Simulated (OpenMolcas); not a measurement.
# CH6GeO (SMILES C[O][GeH3]) at 6 levels

Wanted: a comparison of 6 runs (B3LYP/6-31G*, B2PLYP/cc-pVDZ, B3LYP/cc-pVDZ, PBE/cc-pVDZ, PBE0/cc-pVDZ, MP2/cc-pVDZ) of CH6GeO. 

Program for the calculation: OpenMolcas 26.06.

## (1) Starting point

CH6GeO: 9 atoms, total charge 0, spin state singlet. SMILES: `C[O][GeH3]`. Geometry: relaxed at PBE0-D4/def2-TZVP.

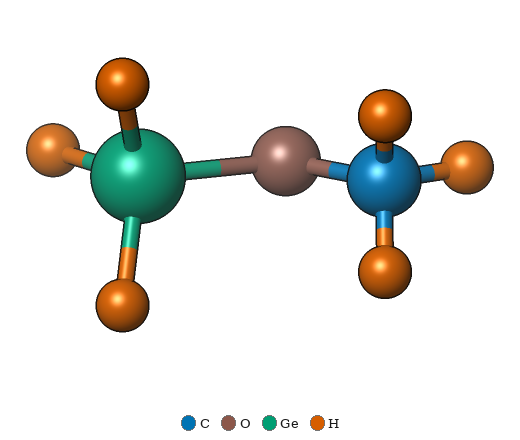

The structure, seen from a chosen angle (carbon blue, oxygen brown, germanium teal, hydrogen orange).

## (2) Energy and gradient at B3LYP/6-31G(d) (spherical functions) (run 1)

Contents of coord.xyz:

```xyz
9

C     -0.461600     0.939500    -0.879600
O     -0.657300    -0.383600    -0.447300
Ge     0.409500    -1.004400     0.834300
H     -1.194400     1.152600    -1.661500
H      0.540900     1.094500    -1.301500
H     -0.607700     1.666800    -0.069200
H      1.870200    -0.939000     0.345100
H     -0.054100    -2.444000     1.070300
H      0.242900    -0.128600     2.092200
```

Contents of test.inp:

```
&gateway
 baslib=$CurrDir
 coord=coord.xyz
 basis=6-31Gs
 group=NoSym

&seward
 gridinput
 Grid=UltraFine
 End of Grid

&scf
 ksdft=B3LYP
 thresholds=1e-10 1e-07 1e-07 1e-05
 prorbitals=0

&alaska
```

The basis set 6-31G* is read from a file made from the Basis Set Exchange's data (not shown).

Launch:

```sh
export MOLCAS_MEM=1860
pymolcas test.inp > test.log
```

The program printed:

```text
--- Start Module: gateway ---
[...]
--- Stop Module: gateway /rc=_RC_ALL_IS_WELL_ ---
[...]
      Basis functions           72
[...]
--- Start Module: scf ---
[...]
       Convergence after  14 Iterations
[...]
::    Total KS-DFT energy                           -2193.6875842338
[...]
      Total spin, S                                     0.0000000000
[...]
      Total electronic charge=   52.000000
      Total            charge=   -0.000000
[...]
      Dipole Moment (debye):
      Origin of the operator (angstrom)=    0.1391   -0.6364    0.4116
                   X=  9.1446E-01               Y=  6.6551E-01               Z=  5.4230E-01           Total=  1.2543E+00
      Quadrupole Moment (debye*angstrom):
[...]
--- Stop Module: scf /rc=_RC_ALL_IS_WELL_ ---
[...]
--- Start Module: alaska ---
[...]
 *              Molecular gradients               *
 **************************************************
  Irreducible representation: a
 ------------------------------------------------------------------------------------------
                              X                       Y                       Z
 ------------------------------------------------------------------------------------------
  C1               -1.19644812965336E-03   -4.39937083951136E-03    8.79195323821413E-04
  O2                7.58948950390703E-03    4.04740262091763E-03    5.21306781714159E-03
  GE3              -3.52334031500234E-03    1.52347665376418E-03   -3.97524756404266E-03
  H4                1.44270928662671E-03   -4.55218997856832E-04    1.56570109456444E-03
  H5               -1.82828858688167E-03   -6.67377662817437E-04    1.05378378574850E-03
  H6                3.49258391379004E-04   -1.76601021464284E-03   -1.28376739582503E-03
  H7               -3.70447381871486E-03    2.76746417570445E-04    6.19808149919576E-04
  H8                8.20507004000159E-04    3.04225551282933E-03   -6.47251048182751E-04
[...]
--- Stop Module: alaska /rc=_RC_ALL_IS_WELL_ ---
[...]
```

Run time: 19 s. Hardware: 1 thread of Intel Xeon 6975P-C (Granite Rapids), shared host; peak memory 0.42 GiB.

## (3) The energy at B2PLYP/cc-pVDZ (run 2)

Contents of test.input:

```
&GATEWAY
BasLib=$CurrDir
Coord
9
bohr
C     -0.87229758     1.77539769    -1.66220310
O     -1.24211698    -0.72489894    -0.84527450
Ge     0.77384285    -1.89804092     1.57659851
H     -2.25708888     2.17809833    -3.13977996
H      1.02215286     2.06830524    -2.45947855
H     -1.14838657     3.14979550    -0.13076905
H      3.53416580    -1.77445283     0.65214449
H     -0.10223418    -4.61849065     2.02257387
H      0.45901448    -0.24301878     3.95368500
Basis=cc-pVDZ
Group=NoSym
&SEWARD
GridInput
Grid=UltraFine
End of Grid
&SCF
KSDFT=B2PLYP_SCF
Thresholds=1e-10 1e-07 1e-07 1e-05
PrOrbitals=1 2
&MBPT2
Frozen=11
```

The basis set cc-pVDZ is read from a file made from the Basis Set Exchange's data (not shown).

Launch:

```sh
export MOLCAS_MEM=1860
pymolcas test.input > test.log
```

The program printed:

```text
--- Start Module: gateway ---
[...]
--- Stop Module: gateway /rc=_RC_ALL_IS_WELL_ ---
[...]
      Basis functions           85
[...]
--- Start Module: scf ---
[...]
       Convergence after  12 Iterations
[...]
::    Total KS-DFT energy                           -2193.2179898433
[...]
      Total spin, S                                     0.0000000000
[...]
      Total electronic charge=   52.000000
      Total            charge=   -0.000000
[...]
      Dipole Moment (debye):
      Origin of the operator (angstrom)=    0.1391   -0.6364    0.4116
                   X=  9.2803E-01               Y=  6.3964E-01               Z=  5.6692E-01           Total=  1.2617E+00
      Quadrupole Moment (debye*angstrom):
[...]
--- Stop Module: scf /rc=_RC_ALL_IS_WELL_ ---
[...]
--- Start Module: mbpt2 ---
[...]
 ###    WARNING: MP2 implementation intended for RHF references only         ###
 ###############################################################################
MBPT2 WARNING: Reference function according to RunFile:KS-DFT
I'll assume you know what you're doing and continue
WARNING!
Default frozen orbitals as non valence orbitals is overwritten by user input.
Default values:  16
[...]
       Reference weight ( Cref**2 )         =        0.81454
::    Total MBPT2 energy                            -2193.7766881984
[...]
      Total MBPT2 calculations                           0.20      0.22
--- Stop Module: mbpt2 /rc=_RC_ALL_IS_WELL_ ---
[...]
```

It took 17 s on 1 thread of Intel Xeon 6975P-C (Granite Rapids), shared host; peak memory 0.47 GiB.

Runs 3 to 5 aren't shown in full; the table further down has their settings and results.

## (4) The energy at MP2/cc-pVDZ (run 6)

Contents of calc.inp:

```
&GATEWAY
  BASLIB
  $CurrDir
  BASISSET
  C.cc-pVDZ....
  C1 -0.461600 0.939500 -0.879600 angstrom
  End of Basis
  BASISSET
  O.cc-pVDZ....
  O2 -0.657300 -0.383600 -0.447300 angstrom
  End of Basis
  BASISSET
  Ge.cc-pVDZ....
  Ge3 0.409500 -1.004400 0.834300 angstrom
  End of Basis
  BASISSET
  H.cc-pVDZ....
  H4 -1.194400 1.152600 -1.661500 angstrom
  H5 0.540900 1.094500 -1.301500 angstrom
  H6 -0.607700 1.666800 -0.069200 angstrom
  H7 1.870200 -0.939000 0.345100 angstrom
  H8 -0.054100 -2.444000 1.070300 angstrom
  H9 0.242900 -0.128600 2.092200 angstrom
  End of Basis

&SEWARD

&SCF
  THRESHOLDS
  1e-10 1e-07 1e-07 1e-05
  PRORBITALS
  1 2

&MBPT2
  FROZEN
  11
```

The basis set cc-pVDZ is read from a file made from the Basis Set Exchange's data (not shown).

Launch:

```sh
export MOLCAS_MEM=1860
pymolcas calc.inp > calc.log
```

The program printed:

```text
--- Start Module: gateway ---
[...]
--- Stop Module: gateway /rc=_RC_ALL_IS_WELL_ ---
[...]
      Basis functions           85
[...]
--- Start Module: scf ---
[...]
       Convergence after  13 Iterations
[...]
::    Total SCF energy                              -2191.5549813771
[...]
      Total spin, S                                     0.0000000000
[...]
      Total electronic charge=   52.000000
      Total            charge=   -0.000000
[...]
      Dipole Moment (debye):
      Origin of the operator (angstrom)=    0.1391   -0.6364    0.4116
                   X=  1.0365E+00               Y=  7.0619E-01               Z=  6.3701E-01           Total=  1.4067E+00
      Quadrupole Moment (debye*angstrom):
[...]
--- Stop Module: scf /rc=_RC_ALL_IS_WELL_ ---
[...]
--- Start Module: mbpt2 ---
[...]
WARNING!
Default frozen orbitals as non valence orbitals is overwritten by user input.
Default values:  16
[...]
       Reference weight ( Cref**2 )         =        0.87245
::    Total MBPT2 energy                            -2192.0093235115
[...]
      Total MBPT2 calculations                           0.18      0.23
--- Stop Module: mbpt2 /rc=_RC_ALL_IS_WELL_ ---
[...]
```

Run time: 5.1 s. Hardware: 1 thread of Intel Xeon 6975P-C (Granite Rapids), shared host; peak memory 0.47 GiB.

## (5) All runs side by side

| run | level | task | frozen core orbitals | energy (Eh) | dipole moment (D) of the reference | HOMO energy (eV) | LUMO energy (eV) | wall time |
| --- | --- | --- | --- | --- | --- | --- | --- | --- |
| 1 | B3LYP/6-31G* (spherical functions) | gradient | – | -2193.687584 | 1.25 | -7.22 | 0.26 | 19 s |
| 2 | B2PLYP/cc-pVDZ | energy | 11 | -2193.368838 | 1.26 | -9.05 | 1.80 | 17 s |
| 3 | B3LYP/cc-pVDZ | gradient | – | -2193.949634 | 1.13 | -7.27 | 0.37 | 26 s |
| 4 | PBE/cc-pVDZ | gradient | – | -2193.434873 | 1.02 | -5.94 | -0.28 | 27 s |
| 5 | PBE0/cc-pVDZ | gradient | – | -2193.504940 | 1.16 | -7.55 | 0.60 | 25 s |
| 6 | MP2/cc-pVDZ | energy | 11 | -2192.009324 | 1.41 | -11.57 | 3.81 | 5.1 s |

## (6) What came out

```
                                           quantity           value
                                run 6: total energy  -2192.00932 Eh
          run 6: dipole moment (mean-field density)          1.41 D
         run 6: HOMO energy (Hartree–Fock orbitals)       -11.57 eV
         run 6: LUMO energy (Hartree–Fock orbitals)         3.81 eV
       run 6: HOMO–LUMO gap (Hartree–Fock orbitals)        15.38 eV
run 6: correlation energy (11 core orbitals frozen)      -454.3 mEh
```

What this shows: Over runs 1, 2, 3, 4, 5 the dipole moment (its size) runs from 1.02 D (PBE/cc-pVDZ) to 1.26 D (B2PLYP/cc-pVDZ). A double hybrid's value is that of its SCF part. Over runs 1, 2, 3, 4, 5 the HOMO–LUMO gap runs from 5.66 eV (PBE/cc-pVDZ) to 10.85 eV (B2PLYP/cc-pVDZ). For B2PLYP the log adds the whole second-order term; the table takes 0.27 of it, as the functional is defined. Totals of different functionals can't be ranked against each other. All runs together took 2 min, the longest 27 s.
